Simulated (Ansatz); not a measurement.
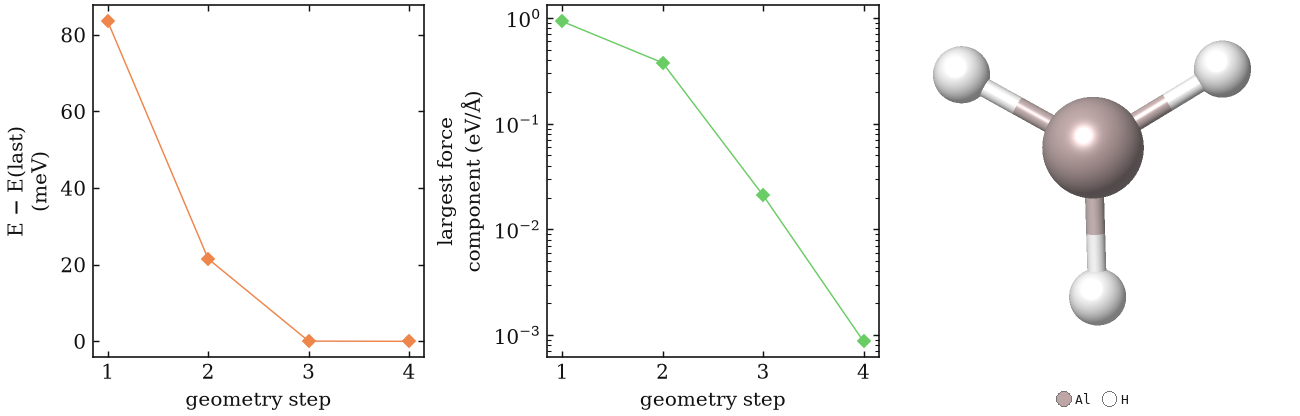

Beside the plot: the molecule at the start.

History of a geometry optimisation.

AlH3; RKS PBE0-D4/def2-TZVP in Ansatz 0.2.0.

> How did it end, and what did it gain?

The optimisation met its thresholds at geometry 4, counting the start as the first. The energy fell by about 84 meV from the first step to the last. The largest force component goes from about 0.93 eV/Å at the start to 9 × 10⁻⁴ eV/Å at the end.
